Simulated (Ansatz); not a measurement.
BH2F2: several calculations on one system

### Relaxation

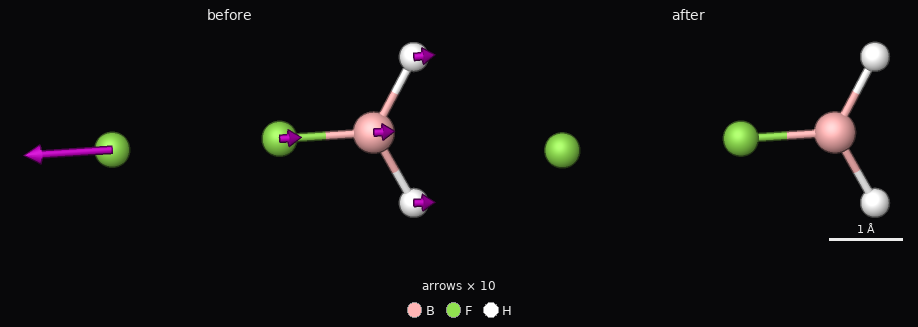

The structure of BH2F2 (multiplicity 2) before (left) and after (right) a relaxation, at one scale. The purple arrows give the displacements, magnified 10 times.

Style: ball-and-stick. Shown at a tilt.

The run prepares an end point of a later path (reaction) calculation, from a guessed geometry.

Method: Ansatz 0.2.0, UKS PBE0-D4/def2-SVP. Settings: collinear spin; force threshold 0.03 eV/Å; at most 50 steps.

Describe what moved and what it gained.

Answer. The atom that moves furthest after the best rigid fit is an F atom (0.13 Å). Largest moves by element: F 0.13 Å, H 0.03 Å, B 0.03 Å. The energy falls by 0.72 kJ/mol in 3 geometry steps. The largest force component goes from 0.11 to 0.007 eV/Å. Cost: 19 s on 1 thread of Arm Neoverse V2, on a shared host, peak memory 0.12 GiB.

Limits of the set-up: the start holds two separate molecules, 2.3 Å apart at their closest, whose relative position is a soft coordinate.

### Relaxation

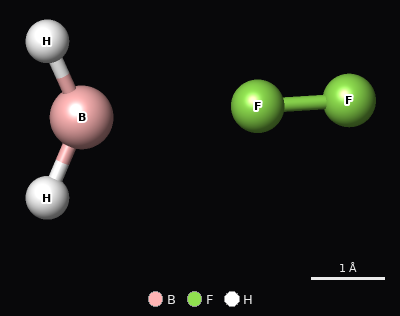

BH2F2 (multiplicity 2), before the relaxation. Style: ball-and-stick. Shown at a tilt.

The run prepares an end point of a later path (reaction) calculation, from a guessed geometry.

Theory: UKS PBE0-D4/def2-SVP (Ansatz).

Input
```yaml
crystal:
  periodic: [false, false, false]
  atoms:
    - { symbol: B, position_ang: [0.0, 2.2e-05, -0.397552] }
    - { symbol: F, position_ang: [1.3e-05, -0.000227, 2.125068] }
    - { symbol: H, position_ang: [1.10045, 2.5e-05, -0.88696] }
    - { symbol: H, position_ang: [-1.100452, 2.5e-05, -0.886954] }
    - { symbol: F, position_ang: [-1.1e-05, 0.000155, 3.436397] }
magnetization:
  spin_polarized: true
  initial_magnetization: 1
basis:
  gaussian: { orbitals: def2-SVP }
hamiltonian:
  xc: pbe0
  dispersion: d4
relax:
  f_tol: 0.03
  max_steps: 50
output:
  orbitals: {}
```

Run as
```bash
ansatz run input.yaml --threads 1 --pin off --max-ram 2048MiB --backend cpu --events-out ev --progress --plain --runs-dir out
```

Predict the outcome.

Answer. After 27 accepted moves (30 points after the start) the energy has fallen by 139.3 kcal/mol. Largest force component: 5.1 eV/Å at the start, 0.014 eV/Å at the end. The line search rejected the trial steps at points 7, 20, 23 of the run. The forces were under the threshold at step 11, but the run went on from there. F2 moves most after the best rigid fit: 1.15 Å. By element the largest moves are F 1.15 Å, H 0.89 Å, B 0.48 Å. Near-neighbour distances that change, for instance: B1–F2 2.523 → 1.320 Å, F2–F5 1.311 → 2.326 Å. New bonds form, among them: B1–F2 (2.52 → 1.32 Å). Bonds break, among them: F2–F5 (1.31 → 2.33 Å). Bond angles that change, for instance: H3–B1–H4 132.0° → 124.8°.

History of the run:

```json
{"step": "0", "E − E(0), kcal/mol": "0.00", "largest force component, eV/Å": "5.1289", "note": ""}
{"step": "1", "E − E(0), kcal/mol": "-5.27", "largest force component, eV/Å": "2.5733", "note": ""}
{"step": "2", "E − E(0), kcal/mol": "-5.66", "largest force component, eV/Å": "2.4127", "note": ""}
{"step": "3", "E − E(0), kcal/mol": "-15.91", "largest force component, eV/Å": "4.3959", "note": ""}
{"step": "4", "E − E(0), kcal/mol": "-46.82", "largest force component, eV/Å": "8.0970", "note": ""}
{"step": "5", "E − E(0), kcal/mol": "-92.37", "largest force component, eV/Å": "7.3706", "note": ""}
{"step": "6", "E − E(0), kcal/mol": "-130.15", "largest force component, eV/Å": "3.6510", "note": ""}
{"step": "7", "E − E(0), kcal/mol": "-126.43", "largest force component, eV/Å": "8.7464", "note": "rejected"}
{"step": "8", "E − E(0), kcal/mol": "-136.90", "largest force component, eV/Å": "1.3377", "note": ""}
{"step": "9", "E − E(0), kcal/mol": "-138.14", "largest force component, eV/Å": "0.1545", "note": ""}
{"step": "10", "E − E(0), kcal/mol": "-138.25", "largest force component, eV/Å": "0.2736", "note": ""}
{"step": "11", "E − E(0), kcal/mol": "-138.32", "largest force component, eV/Å": "0.0229", "note": ""}
{"step": "12", "E − E(0), kcal/mol": "-138.32", "largest force component, eV/Å": "0.0034", "note": ""}
{"step": "13", "E − E(0), kcal/mol": "-138.32", "largest force component, eV/Å": "0.0093", "note": ""}
{"step": "14", "E − E(0), kcal/mol": "-138.32", "largest force component, eV/Å": "0.0012", "note": ""}
{"step": "15", "E − E(0), kcal/mol": "-138.32", "largest force component, eV/Å": "0.0011", "note": ""}
{"step": "16", "E − E(0), kcal/mol": "-138.32", "largest force component, eV/Å": "0.0197", "note": ""}
{"step": "17", "E − E(0), kcal/mol": "-138.32", "largest force component, eV/Å": "0.1156", "note": ""}
{"step": "18", "E − E(0), kcal/mol": "-138.33", "largest force component, eV/Å": "0.0919", "note": ""}
{"step": "19", "E − E(0), kcal/mol": "-138.35", "largest force component, eV/Å": "0.0889", "note": ""}
{"step": "21", "E − E(0), kcal/mol": "-138.37", "largest force component, eV/Å": "0.0884", "note": ""}
{"step": "22", "E − E(0), kcal/mol": "-138.42", "largest force component, eV/Å": "0.1435", "note": ""}
{"step": "23", "E − E(0), kcal/mol": "-138.38", "largest force component, eV/Å": "0.4232", "note": "rejected"}
{"step": "24", "E − E(0), kcal/mol": "-138.53", "largest force component, eV/Å": "0.1008", "note": ""}
{"step": "25", "E − E(0), kcal/mol": "-138.65", "largest force component, eV/Å": "0.0829", "note": ""}
{"step": "26", "E − E(0), kcal/mol": "-138.71", "largest force component, eV/Å": "0.2802", "note": ""}
{"step": "27", "E − E(0), kcal/mol": "-139.07", "largest force component, eV/Å": "0.1593", "note": ""}
{"step": "28", "E − E(0), kcal/mol": "-139.24", "largest force component, eV/Å": "0.3079", "note": ""}
{"step": "29", "E − E(0), kcal/mol": "-139.30", "largest force component, eV/Å": "0.2179", "note": ""}
{"step": "30", "E − E(0), kcal/mol": "-139.33", "largest force component, eV/Å": "0.0139", "note": ""}
```

Final geometry:

```xyz
5

B    -0.1668    0.0064    0.0497
F    -0.7379    0.0445    1.2397
H     1.0389   -0.0095   -0.0014
H    -0.8989   -0.0097   -0.9118
F     0.7647   -0.0317    3.0138
```

The end point in the same view:

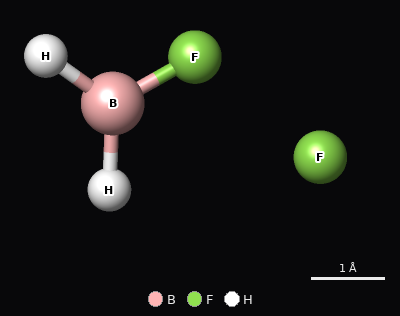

Limits of the set-up: the start holds two separate molecules, 2.5 Å apart at their closest, whose relative position is a soft coordinate.

### Path

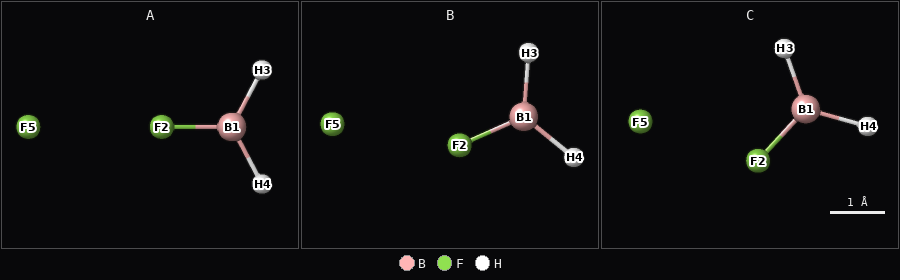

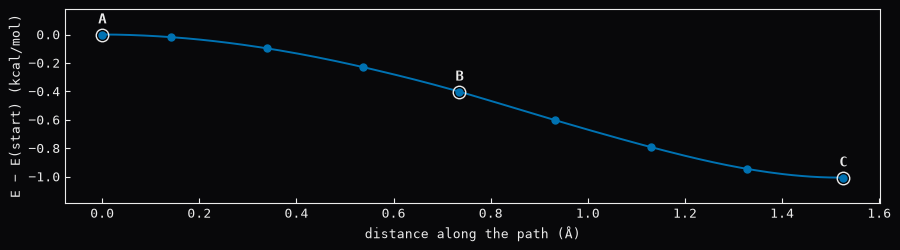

A nudged-elastic-band calculation for BH₂F₂ (multiplicity 2), made up at the start of BH₂F and F. Images are numbered from 0 (start) to 8 (end). Frames A to C are images 0, 4, 8. Style: ball-and-stick. Shown face on.

These are results of Ansatz, UKS PBE0-D4/def2-SVP, not measurements.

Input file:
```yaml
crystal:
  periodic: [false, false, false]
  atoms:
    - { symbol: B, position_ang: [0.0, 0.0, -0.124993] }
    - { symbol: F, position_ang: [0.0, 0.0, 1.193295] }
    - { symbol: H, position_ang: [1.070481, 0.0, -0.685999] }
    - { symbol: H, position_ang: [-1.070481, 0.0, -0.685999] }
    - { symbol: F, position_ang: [0.0, 0.0, 3.693697] }
magnetization:
  spin_polarized: true
  initial_magnetization: 1
basis:
  gaussian: { orbitals: def2-SVP }
hamiltonian:
  xc: pbe0
  dispersion: d4
neb:
  order_check: false
  images: 7
  f_tol: 0.05
  max_iterations: 60
  final_atoms:
    - { symbol: B, position_ang: [-0.12330522, 0.00358565, 0.03971551] }
    - { symbol: F, position_ang: [-0.77453176, 0.04925511, 1.18750926] }
    - { symbol: H, position_ang: [1.08305889, -0.01562324, 0.07151337] }
    - { symbol: H, position_ang: [-0.7878399, -0.01562324, -0.96964076] }
    - { symbol: F, position_ang: [0.60261798, -0.02159428, 3.06090363] }
  initial_path:
    images:
      - { positions_ang: [[0.0, 0.0, -0.124993], [0.0, 0.0, 1.193295], [1.070481, 0.0, -0.685999], [-1.070481, 0.0, -0.685999], [0.0, 0.0, 3.693697]] }
      - { positions_ang: [[0.0, 0.0, -0.0937447], [0.0, 0.0, 1.2874713], [1.06048575, 0.0, -0.6632492], [-1.06048575, 0.0, -0.6632492], [0.0, 0.0, 3.5227728]] }
      - { positions_ang: [[0.0, 0.0, -0.0624964], [0.0, 0.0, 1.3816476], [1.0504905, 0.0, -0.6404994], [-1.0504905, 0.0, -0.6404994], [0.0, 0.0, 3.3518486]] }
      - { positions_ang: [[0.0, 0.0, -0.0312481], [0.0, 0.0, 1.4758239], [1.04049525, 0.0, -0.6177496], [-1.04049525, 0.0, -0.6177496], [0.0, 0.0, 3.1809244]] }
      - { positions_ang: [[0.0, 0.0, 2.0e-07], [0.0, 0.0, 1.5700002], [1.0305, 0.0, -0.5949998], [-1.0305, 0.0, -0.5949998], [0.0, 0.0, 3.0100002]] }
      - { positions_ang: [[-0.0308263, 0.00089641, 0.00992903], [-0.19363294, 0.01231378, 1.47437746], [1.04363972, -0.00390581, -0.42837151], [-0.96983497, -0.00390581, -0.68866004], [0.1506545, -0.00539857, 3.02272606]] }
      - { positions_ang: [[-0.06165261, 0.00179282, 0.01985785], [-0.38726588, 0.02462755, 1.37875473], [1.05677945, -0.00781162, -0.26174322], [-0.90916995, -0.00781162, -0.78232028], [0.30130899, -0.01079714, 3.03545192]] }
      - { positions_ang: [[-0.09247891, 0.00268924, 0.02978668], [-0.58089882, 0.03694133, 1.28313199], [1.06991917, -0.01171743, -0.09511492], [-0.84850492, -0.01171743, -0.87598052], [0.45196349, -0.01619571, 3.04817777]] }
      - { positions_ang: [[-0.12330522, 0.00358565, 0.03971551], [-0.77453176, 0.04925511, 1.18750926], [1.08305889, -0.01562324, 0.07151337], [-0.7878399, -0.01562324, -0.96964076], [0.60261798, -0.02159428, 3.06090363]] }
```

Launched with:
```bash
ansatz run input.yaml --threads 1 --pin off --max-ram 2048MiB --backend cpu --events-out ev --progress --plain --runs-dir out
```

Read off the barrier and say what moves.

Answer. No bond forms or breaks between the ends. No barrier shows: the energy is highest at the start, and the end lies 1.01 kcal/mol below the start. The band converged in 15 iterations. The largest component of the band force went from 17 to 0.03 eV/Å.

Limits of the set-up: the start holds two separate molecules, 2.5 Å apart at their closest, whose relative position is a soft coordinate.
